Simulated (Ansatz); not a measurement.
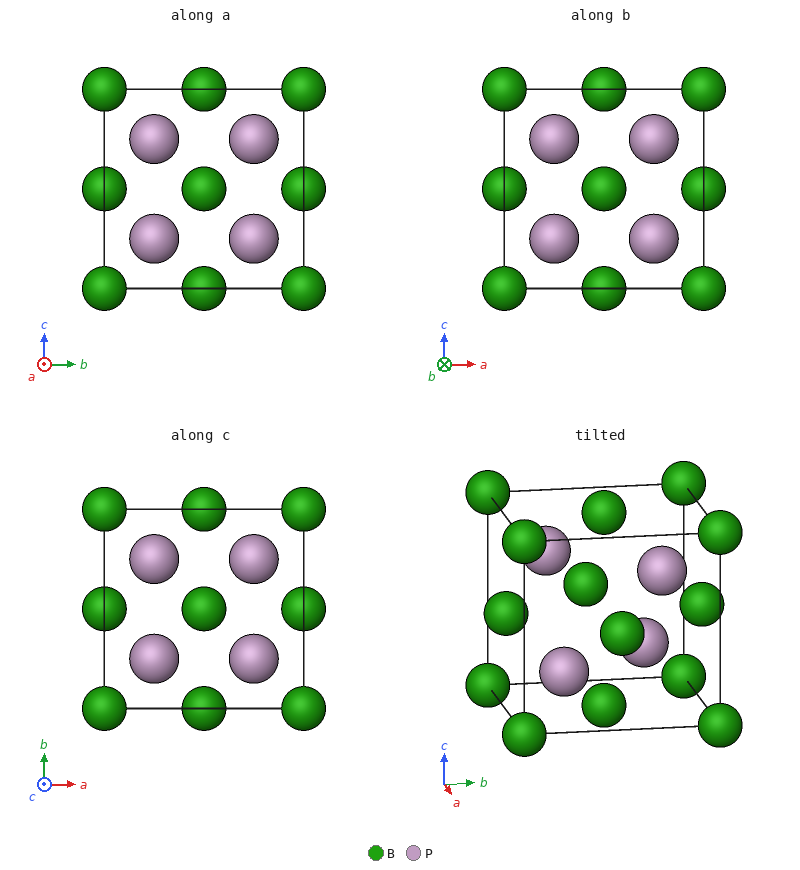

We look at a spheres-only model of the crystal along the a axis, along the b axis, along the c axis and slightly off an axis. The frame is the conventional unit cell; atoms at its boundary are shown with their periodic copies.

Lattice parameters: a = 4.5500 Å, b = 4.5500 Å, c = 4.5500 Å, α = 90.000°, β = 90.000°, γ = 90.000°.

> Put the structure into a CIF in P1 with every atom of the cell.

```cif
data_structure
_symmetry_space_group_name_H-M 'P 1'
_symmetry_Int_Tables_number 1
_cell_length_a 4.5500
_cell_length_b 4.5500
_cell_length_c 4.5500
_cell_angle_alpha 90.000
_cell_angle_beta 90.000
_cell_angle_gamma 90.000
_cell_volume 94.20
loop_
_atom_site_label
_atom_site_type_symbol
_atom_site_fract_x
_atom_site_fract_y
_atom_site_fract_z
_atom_site_occupancy
B1 B 0.0000 0.0000 0.0000 1
P1 P 0.2500 0.2500 0.7500 1
B2 B 0.0000 0.5000 0.5000 1
P2 P 0.2500 0.7500 0.2500 1
B3 B 0.5000 0.0000 0.5000 1
P3 P 0.7500 0.2500 0.2500 1
B4 B 0.5000 0.5000 0.0000 1
P4 P 0.7500 0.7500 0.7500 1
```

Provenance: a structure type filled with these elements by a generator (whether the compound takes this form wasn't checked). Earlier steps of the study, as a rule a relaxation of our own, may have changed the cell and positions, so they can lie some per cent off the listed ones. A calculation with Ansatz used it as input.
